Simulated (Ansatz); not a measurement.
# Decaying states in the gap of CsKTl2F6, part 3 of 3

Wanted: the relaxed cell of CsKTl2F6, its band edges and its decay constants. It is built by putting K for part of the Cs in the CsTlF3 structure of space group Fm-3m, with the volume rescaled by atomic radii. The parent structure comes from the Materials Project.

Ansatz 0.2.0; LDA DFT, plane waves, PAW files (the session's first sound run).

So far, gap on path (eV): step 3 (the bulk crystal and its band edges) 1.56.

The structure was built from a prototype and need not be the compound's stable phase.

## (6) Band edges at another level, cutoff 500 eV

This step: r2SCAN DFT, plane waves, PAW files (Ansatz 0.2.0).

The edges again with r2SCAN, at the same atoms. Against that run the cutoff is 500 eV against 420.

input.yaml reads:

```yaml
crystal:
  lattice:
    - [0.0, 4.637566601, 4.637566601]
    - [4.637566601, 0.0, 4.637566601]
    - [4.637566601, 4.637566601, 0.0]
  atoms:
    - { symbol: K, position: [0.75, 0.75, 0.75] }
    - { symbol: Cs, position: [0.25, 0.25, 0.25] }
    - { symbol: Tl, position: [0.5, 0.5, 0.5] }
    - { symbol: Tl, position: [0.0, 0.0, 0.0] }
    - { symbol: F, position: [0.7680757141, 0.2319242859, 0.2319242859] }
    - { symbol: F, position: [0.2319242859, 0.2319242859, 0.7680757141] }
    - { symbol: F, position: [0.2319242859, 0.7680757141, 0.7680757141] }
    - { symbol: F, position: [0.2319242859, 0.7680757141, 0.2319242859] }
    - { symbol: F, position: [0.7680757141, 0.2319242859, 0.7680757141] }
    - { symbol: F, position: [0.7680757141, 0.7680757141, 0.2319242859] }
kpoints:
  mp_grid: { grid: [4, 4, 4] }
  band_path: { path: [VBM, CBM], npoints: 30 }
scf:
  occupations: { method: fixed }
hamiltonian:
  xc: r2scan
output:
  eigenvalues: true
```

Run with:

```sh
$ ansatz run input.yaml --threads 2 --pin off --max-ram 4096MiB --backend cpu --events-out ev --progress --plain --runs-dir out
```

Numbers of over 12 decimals in the logs are rounded to 6 here.

The program printed:

```text
[...]
Crystal: 10 atoms, lattice volume = 199.481 Å³
Basis set: ecut = 500 eV, 5029 PW (Γ), exchange–correlation on 192×192×192 points (64 copies of the dense FFT grid, shifted against one another)
Bands: 53, of which v1, the nominal top of the filled ones, is band 43 counted from 1 (42 counted from 0)
Symmetry: 24 space group operations
[...]
k-points: 8 of 64 (time reversal used)
[...]
SCF iter   1: F=—  HF=-35010.311996 eV  |F-HF|=—  |Δ(HF+E_count)|=         —  Δρ=9.36e-3  dr2=1.48e-1  dr2_τ=2.19e-1  ethr=1.77e-3  ⟨swp⟩=5.0  Hψ=1388  notcnv=0  defer=55
[...]
SCF iter   7: F=-35010.432951 eV  HF=-35010.432951 eV  |F-HF|=2.68e-9  |Δ(HF+E_count)|=   3.45e-7  Δρ=3.56e-6  dr2=2.51e-8  dr2_τ=2.99e-9  ethr=1.16e-10  ⟨swp⟩=14.4  Hψ=2148  notcnv=0
SCF 1 converged in 7 iterations: F = -35010.432951 eV  dr2 = 2.51e-8
[...]
SCF converged after 7 iterations
Free energy (F): -35010.432951 eV
[...]
Internal energy: -35010.432951 eV  (E = F + TS)
E sigma→0 (E₀):  -35010.432951 eV
Fermi energy:    4.802680 eV
[...]
--- Band table (eV; the first three rows and the last of 8) ---
  k-point 0: bands = [... 39 lower, 1.3247, 2.0899, 2.0899, 2.5239, 8.2911, 9.8207, 9.8207, 9.8207, ... 6 higher]
  k-point 1: bands = [... 39 lower, 1.2830, 1.8310, 1.8310, 3.3737, 7.4968, 10.2225, 10.2225, 10.5886, ... 6 higher]
  k-point 2: bands = [... 39 lower, 1.2245, 1.5495, 1.5495, 4.2112, 6.7604, 10.6704, 10.6704, 10.7571, ... 6 higher]
  k-point 7: bands = [... 39 lower, 1.2529, 1.2566, 1.7005, 4.7936, 7.2872, 9.8210, 10.1877, 11.1326, ... 6 higher]
```

The job ended after 38 s (2 threads of Arm Neoverse V2, shared host; peak memory 0.88 GiB).

This step gave:

- free energy: -35010.4330 eV
- Fermi energy: 4.803 eV
- gap on the k-mesh: 1.958 eV
- gap on path: 1.958 eV, by band count; negative where bands overlap
- direct gap on path: 2.549 eV

The electronic bands at the labelled points (eV, zero at the Fermi level (highest filled level under fixed occupations); v1 is the highest filled band, c1 the lowest empty one):

| point | v4 | v3 | v2 | v1 | c1 | c2 | c3 | c4 |
| --- | --- | --- | --- | --- | --- | --- | --- | --- |
| VBM | -3.62 | -3.48 | -2.71 | 0.00 | 2.79 | 4.70 | 5.94 | 5.94 |
| CBM | -3.58 | -3.25 | -3.25 | -0.59 | 1.96 | 5.87 | 5.87 | 5.95 |

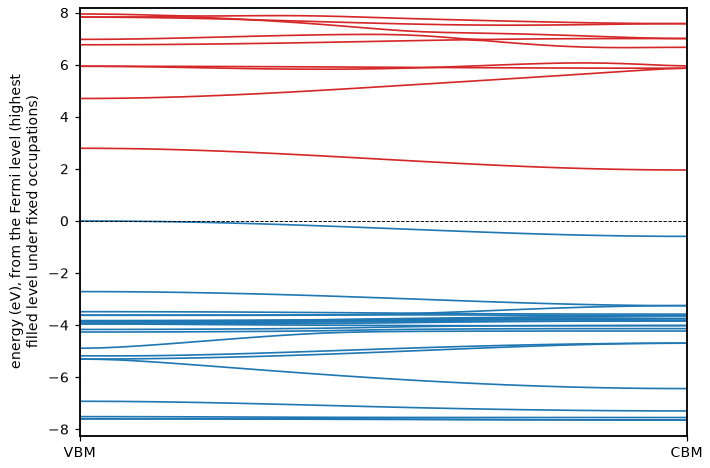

Electronic bands along the path; lines of filled and empty bands in two colours.

The searched edges give 1.96 eV, as on the mesh.

Between step 3 and this run (r2SCAN and cutoff 500 eV) the value for the gap on path moves from 1.56 eV to 1.96 eV.

## (7) Complex bands at another level, cutoff 500 eV

This step: r2SCAN DFT, plane waves, PAW files; complex bands by layer matching along the plane's normal (Ansatz 0.2.0).

The complex bands at that level, over its own gap, at (0, 0) and (-0.5, -0.5).

input.yaml reads:

```yaml
crystal:
  lattice:
    - [6.558509584, 0.0, 0.0]
    - [3.279254792, 5.67983591, 0.0]
    - [0.0, 3.786557274, 5.355000651]
  atoms:
    - { symbol: K, position: [0.25, 0.5, 0.75] }
    - { symbol: Cs, position: [0.75, 0.5, 0.25] }
    - { symbol: Tl, position: [0.5, 0.0, 0.5] }
    - { symbol: Tl, position: [0.0, 0.0, 0.0] }
    - { symbol: F, position: [0.7680757141, 0.0, 0.2319242859] }
    - { symbol: F, position: [0.7680757141, 0.4638485718, 0.7680757141] }
    - { symbol: F, position: [0.2319242859, 0.0, 0.7680757141] }
    - { symbol: F, position: [0.2319242859, 0.0, 0.2319242859] }
    - { symbol: F, position: [0.7680757141, 0.0, 0.7680757141] }
    - { symbol: F, position: [0.2319242859, 0.5361514282, 0.2319242859] }
kpoints:
  mp_grid: { grid: [6, 6, 6] }
scf:
  occupations: { method: fixed }
hamiltonian:
  xc: r2scan
output:
  eigenvalues: true
  transmission:
    leads: [[0, 0]]
    kpoints: [[0.0, 0.0], [-0.5, -0.5]]
    e_range: [-1.0, 2.96]
    de: 0.1
```

The program printed:

```text
[...]
Crystal: 10 atoms, lattice volume = 199.481 Å³
Basis set: ecut = 500 eV, 5029 PW (Γ), exchange–correlation on 192×192×192 points (64 copies of the dense FFT grid, shifted against one another)
Bands: 53, of which v1, the nominal top of the filled ones, is band 43 counted from 1 (42 counted from 0)
Symmetry: 24 space group operations
[...]
k-points: 16 of 216 (time reversal used)
[...]
SCF iter   1: F=—  HF=-35010.312031 eV  |F-HF|=—  |Δ(HF+E_count)|=         —  Δρ=9.36e-3  dr2=1.49e-1  dr2_τ=2.19e-1  ethr=1.77e-3  ⟨swp⟩=5.0  Hψ=2780  notcnv=0  defer=115
[...]
SCF iter   7: F=-35010.433005 eV  HF=-35010.433005 eV  |F-HF|=2.91e-9  |Δ(HF+E_count)|=   3.43e-7  Δρ=3.53e-6  dr2=2.48e-8  dr2_τ=3.01e-9  ethr=1.16e-10  ⟨swp⟩=14.1  Hψ=4383  notcnv=0
SCF 1 converged in 7 iterations: F = -35010.433005 eV  dr2 = 2.48e-8
[...]
transmission: 8 of 16 steps passed
transmission: 16 of 16 steps passed
SCF converged after 7 iterations
Free energy (F): -35010.433005 eV
[...]
Internal energy: -35010.433005 eV  (E = F + TS)
E sigma→0 (E₀):  -35010.433005 eV
Fermi energy:    4.802701 eV
[...]
--- Band table (eV; the first three rows and the last of 16) ---
  k-point 0: bands = [... 39 lower, 1.3247, 2.0899, 2.0899, 2.5239, 8.2911, 9.8207, 9.8207, 9.8207, ... 6 higher]
  k-point 1: bands = [... 39 lower, 1.3051, 1.9635, 1.9635, 2.9736, 7.8533, 10.0160, 10.0160, 10.3406, ... 6 higher]
  k-point 2: bands = [... 39 lower, 1.2572, 1.6918, 1.6918, 3.7727, 7.1479, 10.4412, 10.4412, 10.6752, ... 6 higher]
  k-point 15: bands = [... 39 lower, 1.1984, 1.2766, 1.8558, 4.7960, 7.3599, 9.6996, 10.3584, 11.0349, ... 6 higher]
--- Transmission ---
  basis      : 379 plane waves across, 8 finite elements along
  points     : 2, as listed
[...]
channels       : 0.000000e0 a spin
[...]
slowest decay  : 0.2113 /Å at (0.0000, 0.0000)
```

Elapsed: 90 s, on 2 threads; peak memory 1.9 GiB.

Numbers from this step:

| Item | Value |
| --- | --- |
| level to which the leads are filled | 0.9788 eV from the Fermi level |
| decay constant at the filling level, zone centre | 0.2113 Å⁻¹ |
| decay constant at the filling level, slowest listed point | 0.2113 Å⁻¹ |

K parallel (0, 0); values up to 1.5 1/Å, a degenerate pair printed once or twice; energies at which all values exceed this have no row. Im kz of the slowest decaying states against energy, zero at the highest filled level on the SCF mesh:

| energy (eV) | decay 1 (Å⁻¹) | decay 2 (Å⁻¹) | decay 3 (Å⁻¹) | decay 4 (Å⁻¹) |
| --- | --- | --- | --- | --- |
| -1.0000 | 0.527 | 0.645 | 0.771 | 0.831 |
| -0.8000 | 0.543 | 0.654 | 0.779 | 0.828 |
| -0.5000 | 0.0803 | 0.561 | 0.667 | 0.788 |
| -0.3000 | 0.137 | 0.570 | 0.675 | 0.793 |
| 0.0000 | 0.181 | 0.580 | 0.688 | 0.799 |
| 0.2000 | 0.199 | 0.584 | 0.698 | 0.793 |
| 0.5000 | 0.213 | 0.588 | 0.719 | 0.769 |
| 0.7000 | 0.216 | 0.589 | 0.742 | 0.804 |
| 1.0000 | 0.211 | 0.587 | 0.739 | 0.803 |
| 1.2000 | 0.201 | 0.584 | 0.737 | 0.801 |
| 1.5000 | 0.171 | 0.577 | 0.732 | 0.797 |
| 1.7000 | 0.135 | 0.571 | 0.729 | 0.793 |
| 2.0000 | 0.560 | 0.725 | 0.785 | 1.04 |
| 2.2000 | 0.550 | 0.722 | 0.779 | 1.04 |
| 2.5000 | 0.533 | 0.718 | 0.768 | 1.01 |
| 2.7000 | 0.520 | 0.715 | 0.759 | 0.990 |

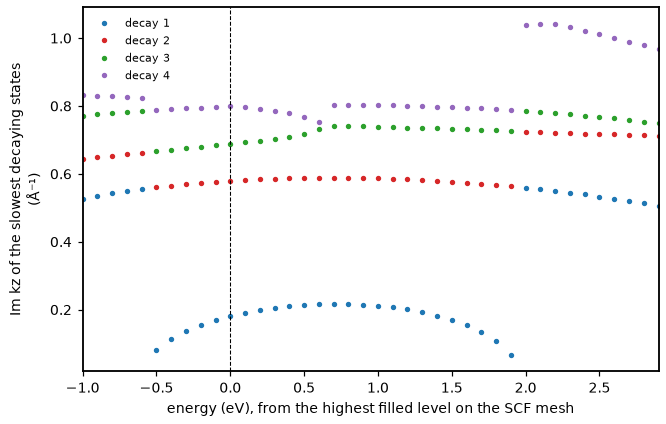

Im kz of the slowest decaying states, plotted against energy.

K parallel (-0.5, -0.5); values up to 1.5 1/Å, a degenerate pair printed once or twice; energies at which all values exceed this have no row. Im kz of the slowest decaying states against energy, zero at the highest filled level on the SCF mesh:

| energy (eV) | decay 1 (Å⁻¹) | decay 2 (Å⁻¹) | decay 3 (Å⁻¹) | decay 4 (Å⁻¹) |
| --- | --- | --- | --- | --- |
| -1.000 | 0.249 | 0.460 | 0.589 | 0.706 |
| -0.500 | 0.450 | 0.640 | 0.729 | 0.796 |
| 0.000 | 0.0163 | 0.430 | 0.679 | 0.748 |
| 0.500 | 0.322 | 0.396 | 0.709 | 0.765 |
| 1.000 | 0.344 | 0.415 | 0.731 | 0.783 |
| 1.500 | 0.256 | 0.466 | 0.747 | 0.801 |
| 2.000 | 0.491 | 0.758 | 0.790 | 0.847 |
| 2.500 | 0.500 | 0.763 | 0.774 | 0.908 |

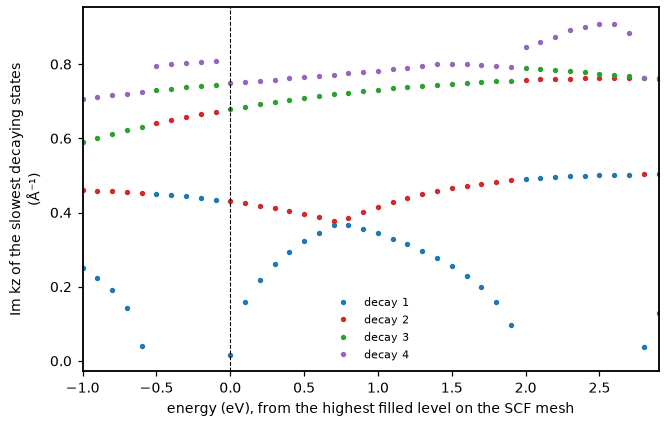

Im kz of the slowest decaying states, plotted against energy.

At the listed wavevectors the last open channel is at -0.10 eV and the next at +2.00 eV on the grid. At +1.00 eV, the grid energy nearest the filling level (the middle of the gap on the SCF mesh), the slowest state at the listed wavevectors decays with κ = 0.211 Å⁻¹, its amplitude falling by e over 4.7 Å; the first such run, plane (111), gave 0.186 Å⁻¹.

## (8) Outcome

```
band gap                                         : 1.56 eV
least decay constant at mid-gap, normal to (111) : 0.186 Å⁻¹
least decay constant on a mesh, normal to (111)  : 0.187 Å⁻¹
least decay constant, r2SCAN                     : 0.211 Å⁻¹
```

With LDA, the slowest decay at the wavevectors tried is κ = 0.186 Å⁻¹, normal to (111). Through such a film the transmission near mid-gap falls as exp(−2κd), a factor of ten every 6.2 Å. A free electron under a barrier of half the gap would need a mass of 0.17 mₑ to decay at this rate. With r2SCAN the gap goes from 1.56 to 1.96 eV and the decay constant, over the first 2 listed wavevectors, from 0.186 to 0.211 Å⁻¹. The compound is made up by substitution; its stability against other phases and against distortions of the cell's symmetry was not tested. A semilocal functional narrows gaps, while spin-orbit coupling, left out here, narrows them in compounds of heavy elements, so the error in κ can go either way.

[Logs are printed without paths, hosts, clocks, repeated set-up lines and the standing remarks that a program may print on its own settings, such as how far it seeks lower states.]

[Hosts, paths, dates, database ids (printed as entryN), source tags and the programs' standing remarks are cut or masked in the printed files.]

[New means built here by substitution; the compound itself may be known and measured.]
